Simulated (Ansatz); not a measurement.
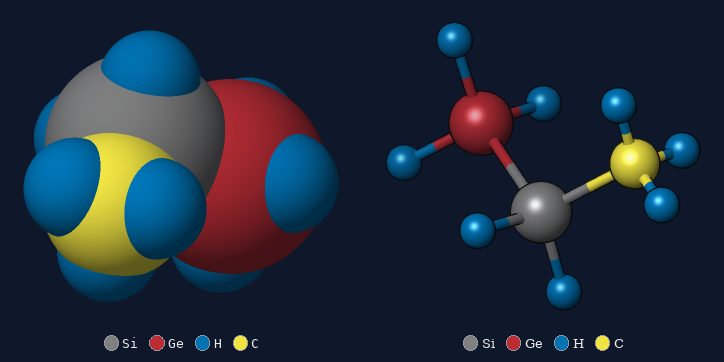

Two views of one molecule.

**What is the molecular formula?**

CH8GeSi, 11 atoms: 1 carbon, 8 hydrogen, 1 germanium and 1 silicon.

**How many atoms are distinct by symmetry?**

8: 1 Si, 1 Ge, 2 H, 1 H, 2 H, 1 C, 2 H, 1 H.

**Give the symmetry (Schoenflies symbol).**

Cs.

**How many bonds of each kind are drawn?**

3 Ge–H, 3 C–H, 2 Si–H, 1 Ge–Si, 1 C–Si. Sticks follow a distance rule.

The parts below concern this one geometry. Atoms keep their numbers from picture to picture. The computed structure is the end point of a PBE0-D4/def2-TZVP optimisation.

Shape

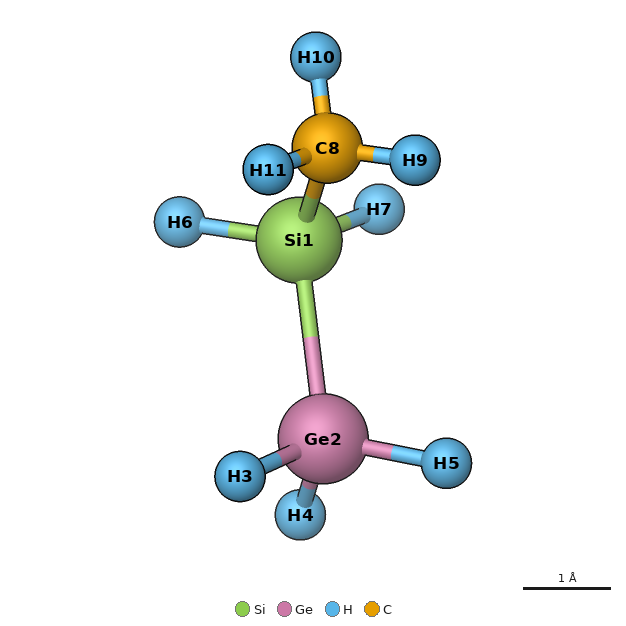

Atoms carry their numbers in the input.

What are the angles Ge2–Si1–H6, Ge2–Si1–C8, H6–Si1–C8, Si1–Ge2–H4, Si1–Ge2–H3, Si1–C8–H10, Si1–C8–H9?

```tsv
angle	degrees
Ge2–Si1–H6	108.6
Ge2–Si1–C8	111.3
H6–Si1–C8	110.3
Si1–Ge2–H4	111.6
Si1–Ge2–H3	110.9
Si1–C8–H10	110.6
Si1–C8–H9	110.8
```

Dipole moment

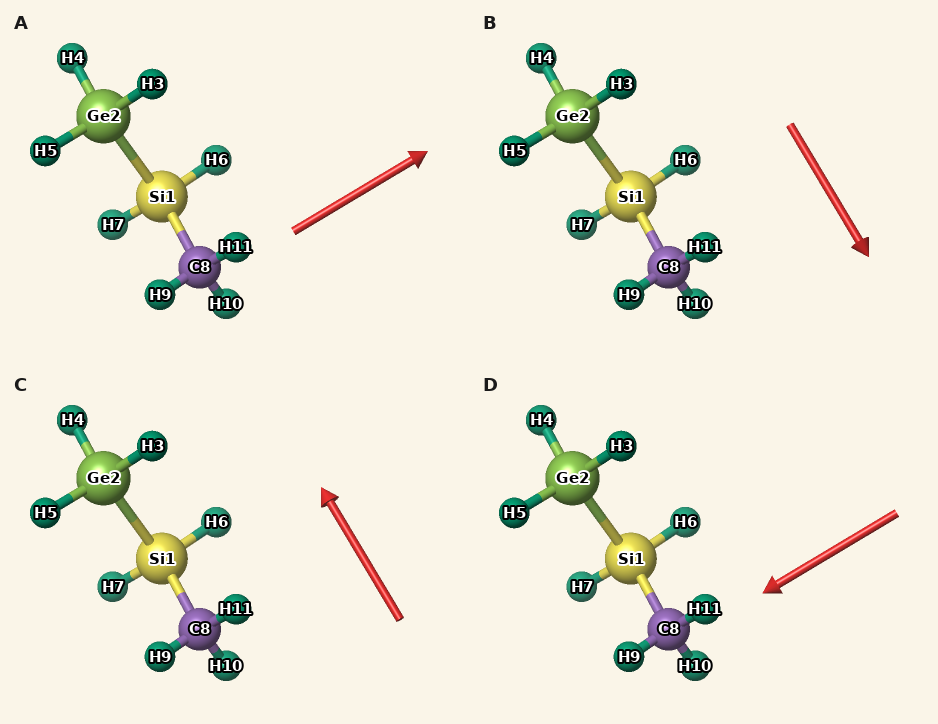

The same molecule four times, each with an arrow. Method: RKS PBE0-D4/def2-TZVP (Ansatz 0.2.0).

**Which arrow points along the dipole moment, from the negative to the positive end?**

B. The dipole moment is 1.03 D; it points from the side of H4 to the side of H10 (the outermost atoms at the two ends).

Vibrations

Harmonic vibrations computed with RKS PBE0-D4/def2-TZVP (Ansatz 0.2.0) at a stationary point of the same level.

**List the wavenumbers.**

27 modes: 88, 134, 160, 348, 349, 445, 493, 646, 682, 722, 790, 882, 883, 890, 891, 940, 1276, 1452, 1452, 2134, 2139, 2146, 2205, 2210, 3053, 3139, 3141 cm⁻¹.

Charges

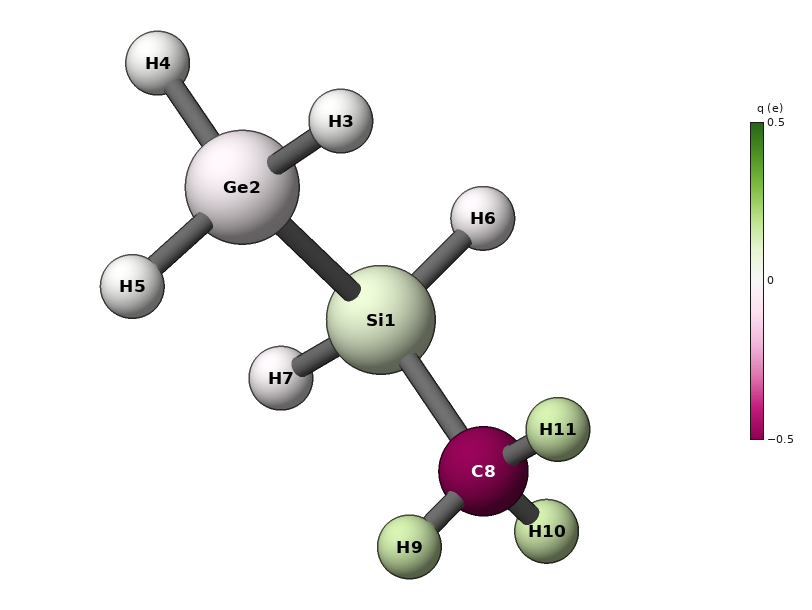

Atoms are coloured by their Mulliken charges. Properties computed with RKS PBE0-D4/def2-TZVP (Ansatz 0.2.0).

Give the Mulliken charges atom by atom.

| atom | value (e) |
| --- | --- |
| Si1 | 0.09 |
| Ge2 | −0.03 |
| H3 | 0.01 |
| H4 | 0.01 |
| H5 | 0.01 |
| H6 | −0.02 |
| H7 | −0.02 |
| C8 | −0.49 |
| H9 | 0.15 |
| H10 | 0.15 |
| H11 | 0.15 |

Mulliken values depend strongly on the basis set and can even reverse the polarity of a bond.
